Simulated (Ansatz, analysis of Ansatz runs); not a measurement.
## SrCrF4 (I4/mcm): a line between two Cr sites for an added electron

Aim: the energy barrier that a trapped electron meets when it moves from one Cr atom to another one nearby in SrCrF4 (I4/mcm). The model is a cell of 48 host atoms.

Program: Ansatz 0.2.0. Level of theory: plane-wave PAW DFT, PBEsol+U; relaxation of all atoms of a supercell at fixed charge in a uniform background; PAW set soft_1. Results are calculated unless marked as measured.

### Step 1. Set-up

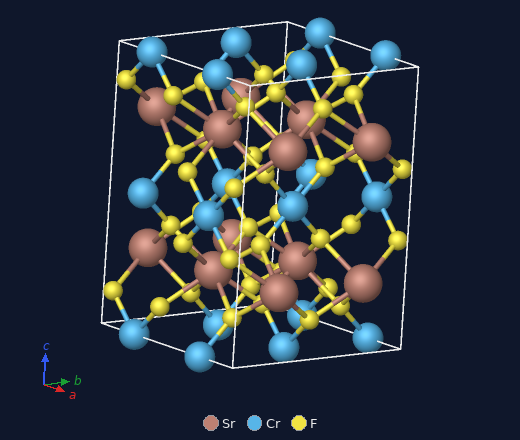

The cell as given, slightly off an axis (strontium pink, chromium blue, fluorine yellow). Some periodic images of atoms are drawn too.

The cell holds 48 atoms: 8 Sr, 8 Cr and 32 F. Cell: a = 8.014 Å, b = 8.014 Å, c = 10.882 Å, α = 90.0°, β = 90.0°, γ = 90.0°. It derives from SrCrF4 (space group I4/mcm). Nearest the centre at fractional (0.500, 0.750, 0.500): F26 at 1.49 Å, F34 at 1.49 Å, Cr12 at 2.00 Å, Cr14 at 2.00 Å, F48 at 2.82 Å, F44 at 2.82 Å, F32 at 2.82 Å, F40 at 2.82 Å.

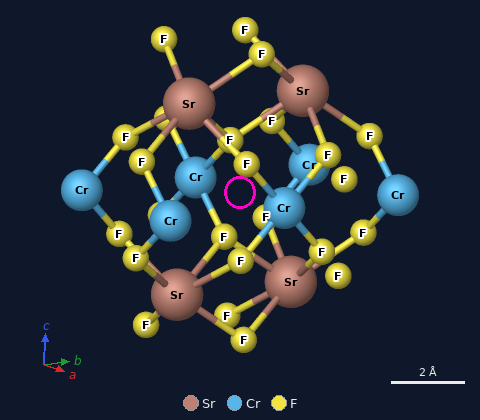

The atoms within 5 Å of the centre. A ring marks the centre wherever it is empty. Bonds to atoms that aren't drawn are left out.

Hubbard terms: Cr d 4.5 eV. They were chosen, not fitted, to curb self-interaction in the shells named, the trial site's among them. The two sites are Cr12 and Cr14. The cell's shortest repeat is 8.0 Å. The host's moments were started ferromagnetic, high spin; both sites carry the same spin direction.

### Step 2. The cell without the carrier

The neutral cell is relaxed first, from small random displacements, so that bond lengths and moments with the carrier can be set beside those of a relaxed cell without it.

neutral.relax/input.yaml reads:

```yaml
crystal:
  lattice:
    - [5.66676904, 5.66676904, 0.0]
    - [-5.66676904, 5.66676904, 0.0]
    - [0.0, 0.0, 10.88164054]
  atoms:
    - { symbol: Sr, position: [0.0, 0.0, 0.75] }
    - { symbol: Sr, position: [0.0, 0.5, 0.25] }
    - { symbol: Sr, position: [0.5, 0.0, 0.25] }
    - { symbol: Sr, position: [0.5, 0.5, 0.75] }
    - { symbol: Sr, position: [0.0, 0.0, 0.25] }
    - { symbol: Sr, position: [0.0, 0.5, 0.75] }
    - { symbol: Sr, position: [0.5, 0.0, 0.75] }
    - { symbol: Sr, position: [0.5, 0.5, 0.25] }
    - { symbol: Cr, position: [0.25, 0.25, 0.5], spin: 4.0 }
    - { symbol: Cr, position: [0.25, 0.75, 0.0], spin: 4.0 }
    - { symbol: Cr, position: [0.75, 0.25, 0.0], spin: 4.0 }
    - { symbol: Cr, position: [0.75, 0.75, 0.5], spin: 4.0 }
    - { symbol: Cr, position: [0.25, 0.25, 0.0], spin: 4.0 }
    - { symbol: Cr, position: [0.25, 0.75, 0.5], spin: 4.0 }
    - { symbol: Cr, position: [0.75, 0.25, 0.5], spin: 4.0 }
    - { symbol: Cr, position: [0.75, 0.75, 0.0], spin: 4.0 }
    - { symbol: F, position: [0.071581, 0.25, 0.126289] }
    - { symbol: F, position: [0.071581, 0.75, 0.626289] }
    - { symbol: F, position: [0.571581, 0.25, 0.626289] }
    - { symbol: F, position: [0.571581, 0.75, 0.126289] }
    - { symbol: F, position: [0.071581, 0.25, 0.873711] }
    - { symbol: F, position: [0.071581, 0.75, 0.373711] }
    - { symbol: F, position: [0.571581, 0.25, 0.373711] }
    - { symbol: F, position: [0.571581, 0.75, 0.873711] }
    - { symbol: F, position: [0.428419, 0.25, 0.873711] }
    - { symbol: F, position: [0.428419, 0.75, 0.373711] }
    - { symbol: F, position: [0.928419, 0.25, 0.373711] }
    - { symbol: F, position: [0.928419, 0.75, 0.873711] }
    - { symbol: F, position: [0.25, 0.428419, 0.373711] }
    - { symbol: F, position: [0.25, 0.928419, 0.873711] }
    - { symbol: F, position: [0.75, 0.428419, 0.873711] }
    - { symbol: F, position: [0.75, 0.928419, 0.373711] }
    - { symbol: F, position: [0.428419, 0.25, 0.126289] }
    - { symbol: F, position: [0.428419, 0.75, 0.626289] }
    - { symbol: F, position: [0.928419, 0.25, 0.626289] }
    - { symbol: F, position: [0.928419, 0.75, 0.126289] }
    - { symbol: F, position: [0.25, 0.428419, 0.626289] }
    - { symbol: F, position: [0.25, 0.928419, 0.126289] }
    - { symbol: F, position: [0.75, 0.428419, 0.126289] }
    - { symbol: F, position: [0.75, 0.928419, 0.626289] }
    - { symbol: F, position: [0.25, 0.071581, 0.626289] }
    - { symbol: F, position: [0.25, 0.571581, 0.126289] }
    - { symbol: F, position: [0.75, 0.071581, 0.126289] }
    - { symbol: F, position: [0.75, 0.571581, 0.626289] }
    - { symbol: F, position: [0.25, 0.071581, 0.373711] }
    - { symbol: F, position: [0.25, 0.571581, 0.873711] }
    - { symbol: F, position: [0.75, 0.071581, 0.873711] }
    - { symbol: F, position: [0.75, 0.571581, 0.373711] }
basis:
  ecutwfc: 420
  xc_grid: 2
hamiltonian:
  xc: pbesol
  hubbard:
    sites: [{ species: Cr, l: d, u_eff: 4.5 }]
    projectors: ortho-atomic
  pseudopotentials: { kind: paw, azcp: { folder: soft_1 }, xc_functional: pbe }
kpoints:
  mp_grid: { grid: [1, 1, 1] }
magnetization:
  spin_polarized: true
  initial_magnetization: 32
  spin_locking: { lock_magnetization: hard }
scf:
  occupations: { method: fermi_dirac, width: 0.01 }
  max_iter: 120
  lower_state_search: "off"
output:
  forces: true
relax:
  f_tol: 0.02
  max_steps: 70
  random_displacement: { amplitude: 0.04, seed: 5998 }
checkpoint:
  write: "../neutral.relax.run"
  compress: false
  write_wavefunctions: true
  write_every: 100000
```

Started as:

```bash
$ ansatz run input.yaml --threads 4 --pin off --max-ram 9420MiB --backend cpu --events-out ev --progress --plain --runs-dir out
```

Numbers of over 12 decimals in the logs are rounded to 6 here.

The log of the run:

```text
[... repeated set-up lines and file paths are left out, and long positions are rounded to six places ...]
Engine: ansatz 0.2.0, x86_64-unknown-linux-gnu
Pseudopotentials: kind: paw
Pseudopotential: Sr, paw, valence charge 10, recommended cutoff 420 eV (normal), soft_1/Sr.paw.azcp
Pseudopotential: Cr, paw, valence charge 14, recommended cutoff 420 eV (normal), soft_1/Cr.paw.azcp
Pseudopotential: F, paw, valence charge 7, recommended cutoff 420 eV (normal), soft_1/F.paw.azcp
Functional definition: PBEsol
  exchange = pbesol_x
  correlation = pbesol_c
Crystal: 48 atoms, lattice volume = 698.868 Å³
Basis set: ecut = 420 eV, 13653 PW (Γ), exchange–correlation on 108×108×150 points (8 copies of the dense FFT grid, shifted against one another)
Bands: 272, of which v1, the nominal top of the filled ones, is band 208 counted from 1 (207 counted from 0)
Symmetry: 1 space group operations
k-points: 1
Non-local potential: Sr, projectors of the file, l = 0: 3, l = 1: 2, l = 2: 2
Non-local potential: Cr, projectors of the file, l = 0: 3, l = 1: 2, l = 2: 3, l = 3: 1
Non-local potential: F, projectors of the file, l = 0: 2, l = 1: 2, l = 2: 1
PAW form: soft (Blöchl's): semilocal exchange-correlation on the pseudo side does not see the compensation charge
PAW frozen core: Sr, regenerated for the run's functional, and the local potential with it (the file was generated under x = pbe(κ = 0.804, μ = 0.219515), c = pbe(β = 0.066725))
PAW frozen core: Cr, regenerated for the run's functional, and the local potential with it (the file was generated under x = pbe(κ = 0.804, μ = 0.219515), c = pbe(β = 0.066725))
[...]
[... 1 atom left out ...]
  atom  34  F      0.00065182     0.00074934     0.00464656
  [... 5 atoms left out ...]
  atom  40  F      0.00338770     0.00064963    -0.00074152
  [... 3 atoms left out ...]
  atom  44  F     -0.00195044     0.00412393    -0.00322378
  [... 3 atoms left out ...]
  atom  48  F      0.00361390     0.00023862     0.00075630
  max |Σ_I F_I| component: 5.15e-5 eV/Å
--- Band table (eV) ---
  k-point 0 ↑: bands = ["-65.3931", "-65.3929", "-65.3921", "-65.3918", [... 264 left out ...] "14.5551", "14.5557", "14.5703", "14.5709"]
  k-point 0 ↓: bands = ["-61.6209", "-61.6205", "-61.6199", "-61.6196", [... 264 left out ...] "14.6709", "14.7107", "14.7113", "14.7628"]
Occupation matrices written to <dir>
--- Relaxed structure (4 steps of the walk, 4 accepted, 0 SCFs on fresh bases) ---
  F+E_penalty+E_count = -80393.06298789 eV   max|allowed force component| = 1.227e-2 eV/Å
  atoms:
    - { symbol: Sr, position: [2.7170976642290233e-5, -0.000372, 0.750545] }
    - { symbol: Sr, position: [0.000327, 0.499613, 0.249968] }
    [... 4 atoms left out ...]
    - { symbol: Sr, position: [0.499801, -0.000520, 0.750040] }
    - { symbol: Sr, position: [0.500502, 0.499790, 0.250222] }
    [... 3 atoms left out ...]
    - { symbol: Cr, position: [0.751252, 0.749749, 0.500296] }
    [... 1 atom left out ...]
    - { symbol: Cr, position: [0.249676, 0.749705, 0.500064] }
    [... 11 atoms left out ...]
    - { symbol: F, position: [0.428570, 0.749656, 0.373748] }
    [... 5 atoms left out ...]
    - { symbol: F, position: [0.750413, 0.929426, 0.374566] }
    [... 1 atom left out ...]
    - { symbol: F, position: [0.428815, 0.749658, 0.626141] }
    [... 5 atoms left out ...]
    - { symbol: F, position: [0.750061, 0.928617, 0.626649] }
    [... 3 atoms left out ...]
    - { symbol: F, position: [0.750093, 0.570109, 0.626093] }
    [... 3 atoms left out ...]
    - { symbol: F, position: [0.750457, 0.571155, 0.373759] }
[key lines of the parts left out:]
SCF converged after 5 iterations
Magnetization: 32.0000 μB (224.0000 up, 192.0000 down)
Free energy (F): -80393.062988 eV
Fermi energy:    7.363612 (↑ 7.416374, ↓ 6.189410) eV
```

It took 24 s on 4 threads of Intel Xeon at 2.60GHz (Ice Lake), shared host; peak memory 1.4 GiB.

The largest displacement from an ideal site is 0.016 Å.

[end of part 1 of 3]

[Logs are printed without paths, hosts, clocks, repeated set-up lines and the standing remarks that a program may print on its own settings, such as how far it seeks lower states.]

[Hosts, paths, dates, database ids (printed as entryN), source tags and the programs' standing remarks are cut or masked in the printed files.]
